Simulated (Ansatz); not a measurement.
# B3LYP/6-31G(d) (Cartesian functions) run of SiH3Cl (SMILES [SiH3]Cl)

Aim: the vertical singlet–triplet gap of SiH3Cl at B3LYP/6-31G* (Cartesian functions), from 2 runs. 

The results are computed with Ansatz 0.2.0.

60 further runs of the same task are left out: 2 that didn't finish, 58 set aside as unsound or not needed.

## (1) The system as given

The species is SiH3Cl (5 atoms), meant as a singlet with charge 0. SMILES: `[SiH3]Cl`. Geometry: relaxed at PBE0-D4/def2-TZVP.

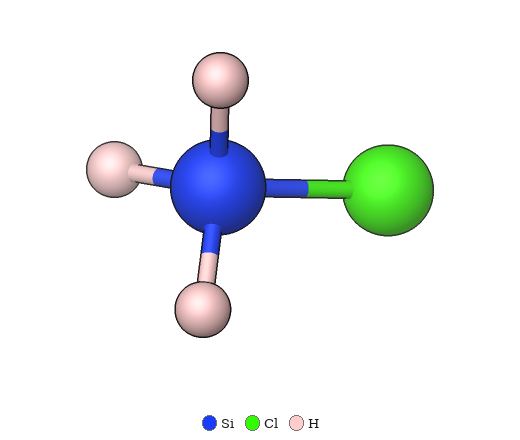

Viewed from a chosen angle; silicon blue, chlorine green, hydrogen pink.

## (2) The energy at B3LYP/6-31G(d) (Cartesian functions)

Input file input.yaml:

```yaml
crystal:
  periodic: [false, false, false]
  atoms:
    - symbol: Si
      position_ang: [-0.112000, 0.018600, -0.030900]
    - symbol: Cl
      position_ang: [1.838300, -0.513500, 0.329900]
    - symbol: H
      position_ang: [-0.950900, -0.488300, 1.079100]
    - symbol: H
      position_ang: [-0.534700, -0.585700, -1.314900]
    - symbol: H
      position_ang: [-0.190800, 1.495400, -0.104700]
basis:
  gaussian:
    orbitals: "6-31G*"
magnetization:
  spin_polarized: false
  initial_magnetization: 0
hamiltonian:
  xc: {name: B3LYP}
accuracy: high
output: {orbitals: {seedname: orbitals}}
```

Started as:

```console
ansatz run input.yaml --threads 1 --pin off --max-ram 3480MiB --events-out events.jsonl --progress --plain --runs-dir runs
```

Log:

```text
Warning: RAYON_NUM_THREADS=1 ignored (pool sized by the plan → 1); use --threads N
Functional definition: B3LYP
  name "B3LYP"
  parameter a0 = 0.2
  parameter ax = 0.72
  parameter ac = 0.81
  exchange = (1 - a0 - ax)*slater_x + ax*b88_x + a0*exact_x
  correlation = (1 - ac)*vwn_rpa_c + ac*lyp_c
878 factors; integrals over basis functions are off by at most 3.8e-9 eV
mean field evaluation 1: about -20449.7873 eV, gradient 1.0e1 eV
mean field evaluation 2: about -20449.9619 eV, gradient 7.8e0 eV
mean field evaluation 4: about -20450.1151 eV, gradient 2.8e-1 eV
mean field evaluation 8: about -20450.1958 eV, gradient 1.6e-3 eV
mean field evaluation 16: about -20450.1958 eV, gradient 1.6e-7 eV
mean field -20450.19579277 eV, -751.5308337436 hartree, gradient 4.6e-8 eV, S^2 0.000000; 0 other end points of the search recorded, 0 dependent functions left out
reference -20450.19582677 eV, -751.5308349931 hartree; 17, 17 occupied and 27, 27 virtual orbitals, 878 factors
Total energy: -20450.19582677 eV, -751.5308349931 hartree
```

Run time: 2 s. Hardware: 1 thread of Intel Xeon Platinum 8375C at 2.90GHz (Ice Lake), shared host; peak memory 0.14 GiB.

## (3) The triplet at the same level

Input file input.yaml:

```yaml
crystal:
  periodic: [false, false, false]
  atoms:
    - {symbol: Si, position_ang: [-0.112000, 0.018600, -0.030900]}
    - {symbol: Cl, position_ang: [1.838300, -0.513500, 0.329900]}
    - {symbol: H, position_ang: [-0.950900, -0.488300, 1.079100]}
    - {symbol: H, position_ang: [-0.534700, -0.585700, -1.314900]}
    - {symbol: H, position_ang: [-0.190800, 1.495400, -0.104700]}
basis:
  gaussian: {orbitals: "6-31G*"}
magnetization: {spin_polarized: true, initial_magnetization: 2}
hamiltonian: {xc: {name: B3LYP}}
accuracy: high
output: {orbitals: {seedname: orbitals}}
```

Started as:

```console
ansatz run input.yaml --threads 1 --pin off --max-ram 3480MiB --events-out events.jsonl --progress --plain --runs-dir runs
```

Log (excerpt; [...] marks lines left out):

```text
Warning: RAYON_NUM_THREADS=1 ignored (pool sized by the plan → 1); use --threads N
[... 7 set-up lines as earlier in the session ...]
878 factors; integrals over basis functions are off by at most 3.8e-9 eV
mean field evaluation 1: about -20442.0168 eV, gradient 9.8e0 eV
mean field evaluation 2: about -20439.9710 eV, gradient 1.9e1 eV
mean field evaluation 4: about -20442.9916 eV, gradient 6.5e-1 eV
mean field evaluation 8: about -20443.1026 eV, gradient 2.2e-1 eV
mean field evaluation 16: about -20443.1028 eV, gradient 1.9e-2 eV
mean field evaluation 32: about -20443.1060 eV, gradient 1.6e-8 eV
mean field evaluation 64: about -20443.1059 eV, gradient 2.5e-4 eV
mean field -20443.10603269 eV, -751.2702898665 hartree, gradient 1.9e-8 eV, S^2 2.003861; 3 other end points of the search recorded, 0 dependent functions left out
reference -20443.10606753 eV, -751.2702911467 hartree; 18, 16 occupied and 26, 28 virtual orbitals, 878 factors
Total energy: -20443.10606753 eV, -751.2702911467 hartree
```

It took 13 s on 1 thread of Intel Xeon Platinum 8375C at 2.90GHz (Ice Lake), shared host; peak memory 0.2 GiB.

## (4) What came out

At B3LYP/6-31G* (Cartesian functions):

```
                                        quantity          value
                           singlet: total energy  -751.53083 Eh
                            singlet: HOMO energy       -8.66 eV
                            singlet: LUMO energy       -0.25 eV
                          singlet: HOMO–LUMO gap        8.42 eV
                           triplet: total energy  -751.27029 Eh
     triplet: HOMO energy (highest over α and β)       -2.06 eV
                                   triplet: ⟨S²⟩          2.004
vertical energy of the triplet above the singlet       7.090 eV
```

**Reading.** At this shape the triplet lies 7.09 eV (684 kJ/mol) above the singlet.
